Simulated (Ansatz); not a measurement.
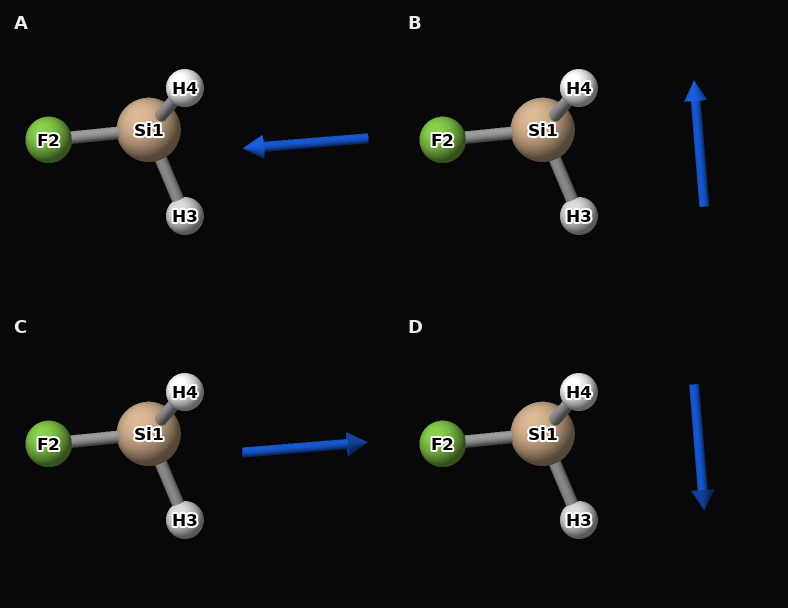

The same molecule four times, each with an arrow. State: neutral, doublet. The geometry was computed by an optimisation with PBE0-D4/def2-TZVP. Level of theory: UKS PBE0-D4/def2-TZVP (Ansatz 0.2.0).

### Which arrow points along the dipole moment, from the negative to the positive end?

C. The dipole moment is 1.21 D; it points from the side of F2 to the side of H3, H4 (the outermost atoms at the two ends).
